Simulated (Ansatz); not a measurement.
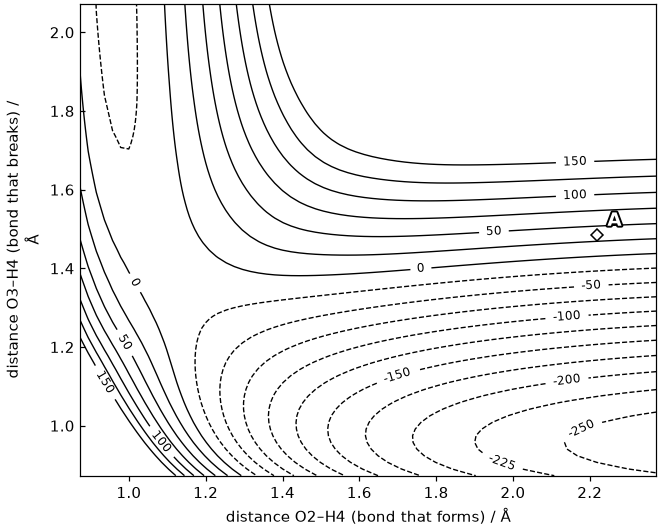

The reacting system GaH3O2 (fragments GaH₃O₂ where the first distance is long, GaHO + H₂O where the second is long). 
- First axis: distance O2–H4 (bond that forms). Second axis: distance O3–H4 (bond that breaks).
- Relaxed at each point: all other coordinates.
- The scan uses a 13 × 13 grid.
- Points are written as (first, second).
- Energies: kJ/mol, counted from a guessed transition structure relaxed with its forming and breaking bonds held.
- The reference is spin-restricted, so regions where a bond is pulled apart into radicals lie too high.
- Method: RHF/def2-SVP (Ansatz 0.2.0).

Drawn: contour lines labelled in kJ/mol (none above 150), the point A. Between grid points the surface is interpolated.

Question: Is A at rest? If not, where is it pushed?

Answer: A, at (2.218 Å, 1.485 Å), is not a stationary point. The computed force is 31 kJ/mol for each Å towards larger values of the first coordinate and 650 kJ/mol for each Å towards smaller values of the second coordinate.
